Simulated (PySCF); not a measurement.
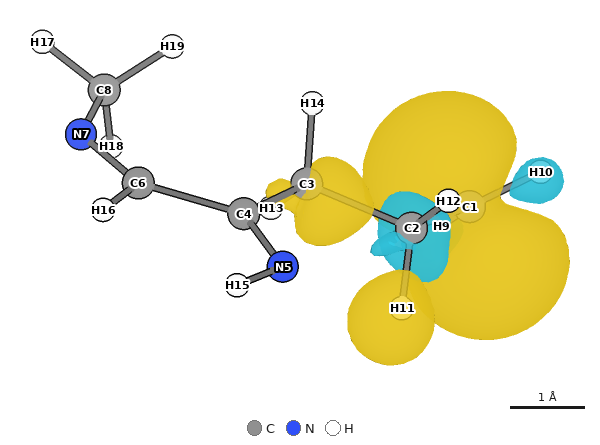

*C$_{6}$H$_{11}$N$_{2}$ (SMILES [H]/N=C(\C=N/C)CC[CH2]) (doublet). Isosurfaces of the spin density (α minus β) at +0.015 (yellow) and −0.015 e/Å³ (cyan), seen at an oblique angle.*

Geometry: GFN2-xTB.

These are results of UKS B3LYP, pcH-1 on C H N, non-relativistic, mean-field spin-orbit, GIAO in PySCF 2.14.0, density-fitted response routines, not measurements.

```yaml
atoms:
  - { symbol: C, position_ang: [-2.6469, 1.2542, -0.8359] }
  - { symbol: C, position_ang: [-1.9657, -0.0383, -0.6879] }
  - { symbol: C, position_ang: [-0.4603, 0.1309, -0.4023] }
  - { symbol: C, position_ang: [0.2170, -1.1753, -0.1182] }
  - { symbol: N, position_ang: [-0.4776, -2.2323, -0.1872] }
  - { symbol: C, position_ang: [1.6581, -1.2226, 0.2519] }
  - { symbol: N, position_ang: [2.5562, -0.3578, 0.4292] }
  - { symbol: C, position_ang: [2.4259, 1.0585, 0.3006] }
  - { symbol: H, position_ang: [-2.5714, 1.9932, -0.0608] }
  - { symbol: H, position_ang: [-3.2281, 1.4870, -1.7051] }
  - { symbol: H, position_ang: [-2.3750, -0.6045, 0.1605] }
  - { symbol: H, position_ang: [-2.0939, -0.6572, -1.5753] }
  - { symbol: H, position_ang: [-0.3254, 0.7977, 0.4531] }
  - { symbol: H, position_ang: [0.0153, 0.5988, -1.2683] }
  - { symbol: H, position_ang: [0.0253, -3.0943, 0.0177] }
  - { symbol: H, position_ang: [2.0015, -2.2468, 0.4154] }
  - { symbol: H, position_ang: [3.4349, 1.4735, 0.3248] }
  - { symbol: H, position_ang: [1.8687, 1.4690, 1.1468] }
  - { symbol: H, position_ang: [1.9315, 1.3754, -0.6207] }
```

Q: Where is the unpaired spin?

A: The unpaired spin (1 electron) lies mostly on C1 (about 0.7), in electrons by Hirshfeld's partition.
